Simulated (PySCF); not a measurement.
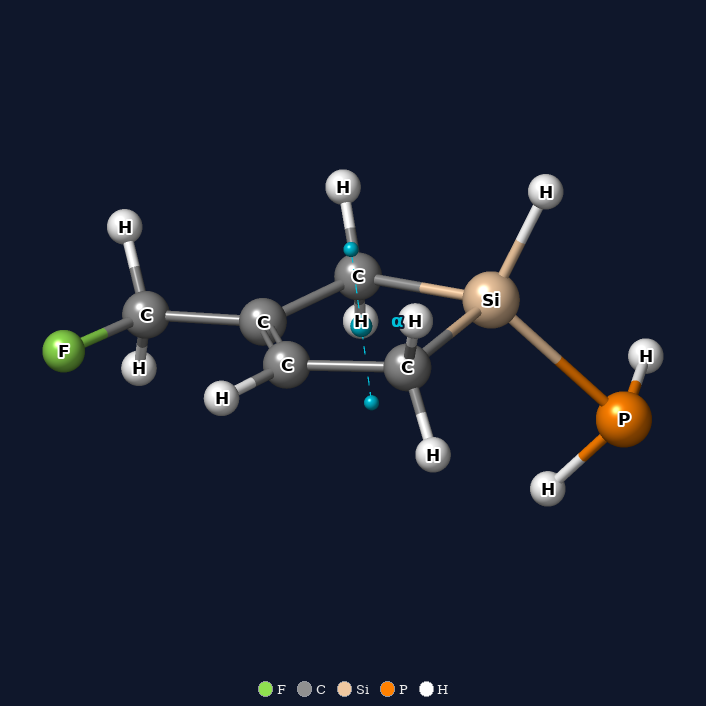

The small points mark where nucleus-independent chemical shifts (NICS) were computed: at the centre of each lettered ring and 1 Å above and below it. The geometry was computed by an optimisation with GFN2-xTB. No frequency run is at hand to confirm it as a minimum. Method: GIAO PBE0/pcSseg-1 NMR shielding, non-relativistic, gas phase (PySCF 2.14.0).

Give NICS(0), NICS(1) and the out-of-plane component NICS(1)zz for each ring (means of the two sides).

```json
{"ring": "α", "members": "C4Si", "NICS(0)": "−2.1", "NICS(1)": "−2.8", "NICS(1)zz": "−1.2"}
```

Values in ppm.

Question. What do the values say about the ring currents?

Answer. Ring α: weak, as in a non-aromatic ring. NICS is one index among several.

The geometry is semi-empirical. Around P, Si such bond lengths and angles can be off by a tenth of an ångström or more and by several degrees, and values that hang on the shape move with them.
